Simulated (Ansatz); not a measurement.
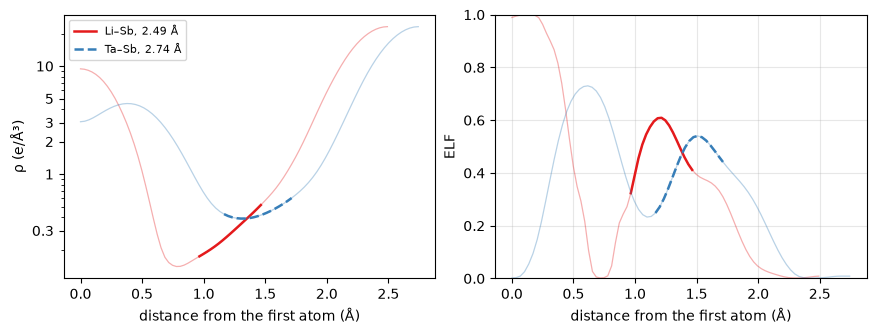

Figure. Li₂TaSb₂. Valence charge density (pseudo) and electron localisation function along straight lines between neighbouring atoms. Thin, pale parts lie inside the atomic spheres.

Space group P4/mmm; a structure generated by program, which may or may not match a known phase; computed without spin polarisation.

These are results of DFT PBE, scalar-relativistic, plane waves, PAW (Ansatz), not measurements.

In a PAW calculation such maps are meaningful between the atoms, not at the nuclei.

```
Li Ta Sb
1.0
     3.87883    0.00000    0.00000
     0.00000    3.87883    0.00000
     0.00000    0.00000    7.26220
Li Ta Sb
2 1 2
Cartesian
  1.9394 1.9394 4.7701
  1.9394 1.9394 2.4921
  0.0000 0.0000 0.0000
  0.0000 0.0000 3.6311
  1.9394 1.9394 0.0000
```

Q: What can be read from the curves?

A: Li–Sb (2.49 Å): the density is about 0.3 e/Å³ at the midpoint; the ELF reaches about 0.60 near the midpoint.
Ta–Sb (2.74 Å): ρ at the midpoint is about 0.39 e/Å³; the ELF is about 0.45 at the midpoint.
